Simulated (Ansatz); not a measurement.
C₂H₁₁NOSi₃

```xyz
18

C    -1.2334    0.7909    1.1562
C     0.6822   -0.6803   -0.7264
N    -3.8877    0.5969   -0.0510
O    -1.7005    0.6141   -1.7075
Si   -2.3169    1.2644   -0.3007
Si    0.5787    0.5814    0.6740
Si   -0.3152   -0.1468   -2.2285
H    -4.2642    0.5639    0.8913
H    -4.6294    0.7731   -0.7228
H    -2.2879    2.7463   -0.5021
H    -1.5913   -0.1754    1.5591
H    -1.3226    1.5365    1.9663
H     1.1236    1.8934    0.1970
H     1.3983    0.1477    1.8498
H     1.7354   -0.8466   -1.0154
H     0.2962   -1.6460   -0.3507
H    -0.6998   -1.3114   -3.0797
H     0.4935    0.8022   -3.0522
```

Geometry: r2SCAN-D4/def2-SVP.

Level of theory: Ansatz, isolated molecule in a Gaussian basis; Kohn-Sham density functional theory, functional PBE0.

> Predict the electron density and electron localisation function between the atoms.

Si–O (1.66 Å): ρ is about 1 e/Å³ halfway; the ELF peaks at about 0.85 between the atoms, as expected for a shared but strongly polarised pair.
C–Si (1.88 Å): ρ at the midpoint is about 0.95 e/Å³; the ELF peaks at about 0.95 between the atoms: a covalent bond.

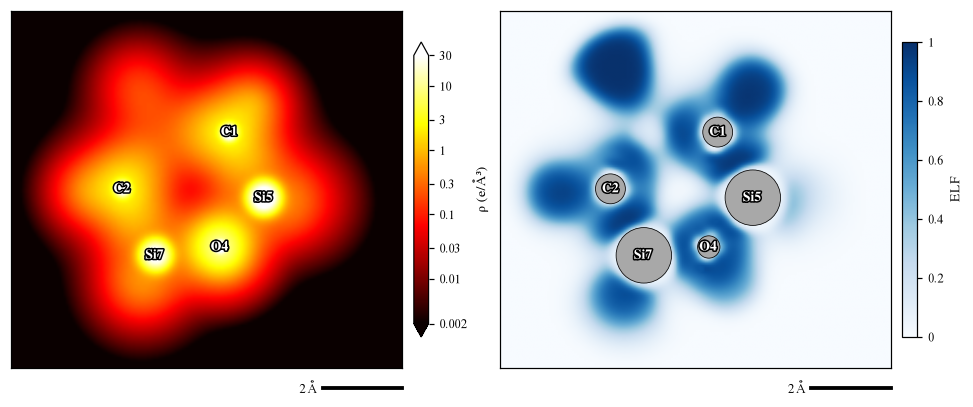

Computed electron density and electron localisation function on the plane of atoms C1, Si5 and O4, in this order. Grey discs cover the atomic cores in the ELF map. 
